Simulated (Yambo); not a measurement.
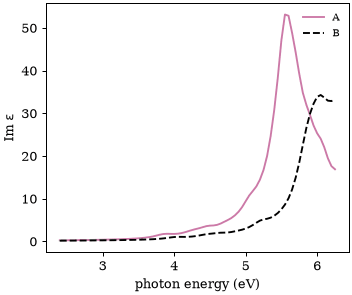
Figure. Two computed absorption spectra of BP (wurtzite, space group P6_3mc, No. 186) (Yambo, PBEsol bands with the same scissor, field along x)

Axes are Cartesian, with cell vectors (Å) (3.18, 0.00, 0.00), (-1.59, 2.75, 0.00), (0.00, 0.00, 5.27).

Q: Which curve includes the electron-hole attraction (BSE)?

A: Curve A: the attraction moves weight to lower energy (centre of the plotted range 5.5 eV against 5.7 eV). Settings: 9×9×6 mesh, 5 valence and 4 conduction bands, static screening with 24 bands and a 4 Ry block, scissor 0.84 eV, Tamm-Dancoff. The scissor comes from a G0W0 run whose convergence isn't established. Broadening 0.15 eV. The band window holds all transitions up to 6.3 eV. On this mesh the peak heights and the fine structure are mesh artefacts; only the shift of weight is robust.

Geometry relaxed with PBEsol; primitive cell a = 3.1799 Å, b = 3.1799 Å, c = 5.2741 Å, α = 90.00°, β = 90.00°, γ = 120.00°.

This is not the ordinary phase of the substance; no match was found in the copy of COD used, and its stability was not checked.
